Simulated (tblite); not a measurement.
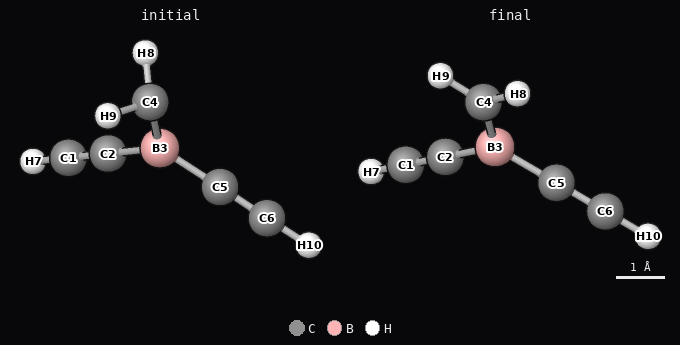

The structure of C$_{5}$H$_{4}$B (multiplicity 2) before (left) and after (right) a relaxation, at one scale.

The picture is a ball-and-stick view, seen from a free direction.

All numbers below come from tblite 0.8.0, GFN2-xTB geometry optimisation, gas phase. 

Q: Summarise the run.

A: Over 74 geometry steps the energy falls by 78.2 kJ/mol. The largest move after the best rigid fit is that of H8, 1.49 Å. Largest moves by element: H 1.49 Å, C 0.19 Å, B 0.12 Å. Among the contacts that change: B3–C4 1.572 → 1.509 Å, C2–B3 1.555 → 1.514 Å, C4–H8 1.110 → 1.079 Å, C1–C2 1.188 → 1.206 Å. Bond angles that change, for instance: B3–C4–H8 110.4° → 123.0°, B3–C4–H9 110.6° → 123.1°, H8–C4–H9 110.0° → 113.9°.
